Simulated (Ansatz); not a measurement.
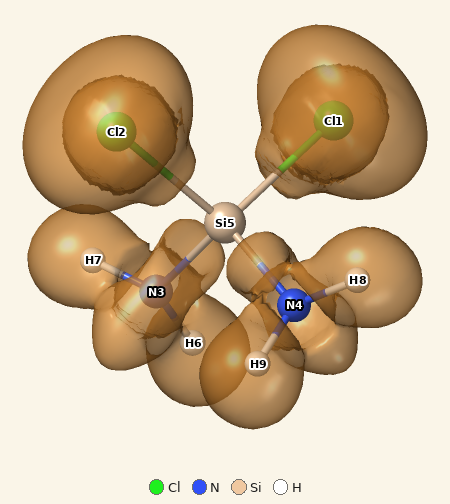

Figure 1: Cl2H4N2Si. Isosurface of the electron localisation function at 0.8 (orange), seen at an oblique angle. Only the valence region is drawn (cores and ρ < 0.01 e/Å³ removed).

Geometry: PBE0-D4/def2-SVP.

Computed with isolated molecule in a Gaussian basis; Kohn-Sham density functional theory, functional PBE0 in Ansatz.

```xyz
9

Cl   -1.8550   -1.2230   -0.8243
Cl    1.3208   -1.0392   -1.6898
N     0.0004    1.3843   -0.5250
N     0.1910   -0.6964    1.2994
Si   -0.0637   -0.3043   -0.3354
H    -0.5927    1.9786    0.0430
H     0.2011    1.7895   -1.4313
H    -0.1284   -1.5842    1.6678
H     1.0150   -0.3515    1.7785
```

What do the ELF domains correspond to?

The surface consists of two regions on Cl in which the atom's valence shell and bonds are merged and two joined regions spread over several atoms (H, N), in which their bonds and any lone pairs are merged.

Values along the shortest contacts:
Si–N (1.70 Å): the ELF peaks at about 0.90 between the atoms: a polar covalent bond. Si–Cl (2.07 Å): the ELF peaks at about 0.90 between the atoms, as expected for a polar covalent bond.
